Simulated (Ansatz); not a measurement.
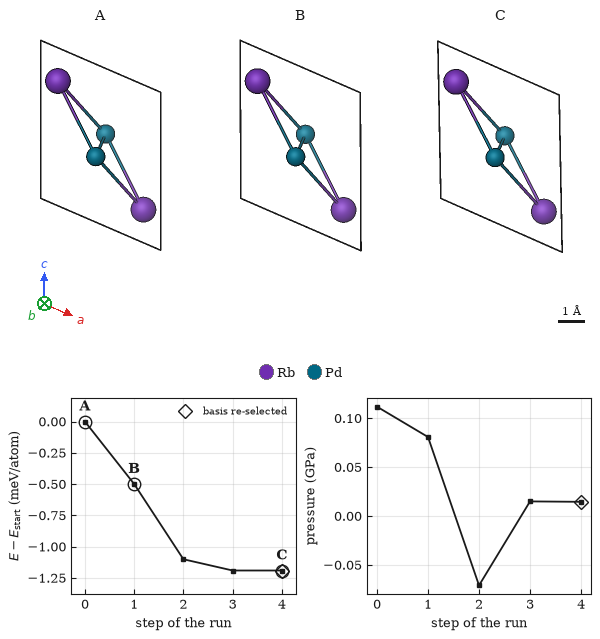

Frames of a relaxation of crystalline RbPd (a generated structure, set up in P2_1/m), marked on the history of the run. The picture is a ball-and-stick view of the cell of the calculation, seen along the b axis.

Computed with DFT PBE, scalar-relativistic, plane waves, PAW (Ansatz 0.2.0).

The input:
```yaml
crystal:
  lattice:
    - [5.1888385522, 0.0, 0.0]
    - [0.0, 4.7480253712, 0.0]
    - [-2.4947492748, 0.0, 5.7670788483]
  atoms:
    - { symbol: Rb, position: [0.1430065143, 0.25, 0.7899346667] }
    - { symbol: Rb, position: [0.8569934857, 0.75, 0.2100653333] }
    - { symbol: Pd, position: [0.4588966312, 0.25, 0.4147399067] }
    - { symbol: Pd, position: [0.5411033688, 0.75, 0.5852600933] }
basis:
  ecutwfc: 420
kpoints:
  mp_grid: { grid: [10, 10, 8] }
hamiltonian:
  xc: pbe
scf:
  occupations: { method: gaussian, width: 0.1 }
output:
  forces: true
  stress: true
  eigenvalues: true
relax:
  adjacent_minimum: "off"
  f_tol: 0.01
  max_steps: 80
  cell: { stress_tol: 0.05 }
```

Command:
```bash
ansatz run input.yaml --threads 1 --pin off --max-ram 2048MiB --backend cpu --events-out ev --progress --plain --runs-dir out
```

> Describe the path.

The largest moves relative to the cell, 0.013 Å, are those of Pd3 and Pd4. Pd3 goes along [−1 0 1]. By element the largest moves are Pd 0.013 Å, Rb 0.012 Å. The volume changes by +0.5 %, with a 5.189 → 5.280 Å (+1.8 %), b 4.748 → 4.773 Å (+0.5 %), c 6.284 → 6.254 Å (−0.5 %), β 113.4° → 115.0°. Among the contacts that change: Rb1–Pd3 3.604 → 3.542 Å, Rb1–Pd4 3.697 → 3.751 Å, Rb1–Pd3 (another image) 3.364 → 3.389 Å, Rb1–Pd4 (another image) 3.722 → 3.746 Å. The space group (tolerance 0.01 Å) goes from P2_1/m (No. 11) to Cmcm (No. 63). Over 3 accepted moves (4 points after the start) the energy falls by 1.2 meV per atom. The largest force component goes from 0.022 to 0.0055 eV/Å. Pressure: 0.11 GPa at the start and 0.01 GPa at the end. The SCF was repeated once at an unchanged geometry on a basis and grid sized afresh for the cell, which shifted the energy by less than 0.05 meV per atom at most. The run took 5.1 min on 1 thread of Arm Neoverse V1, on a shared host, peak memory 0.98 GiB. From step 0 to 1: volume +0.3 %, energy −0.5 meV per atom. From step 1 to 4: volume +0.2 %, energy −0.7 meV per atom.
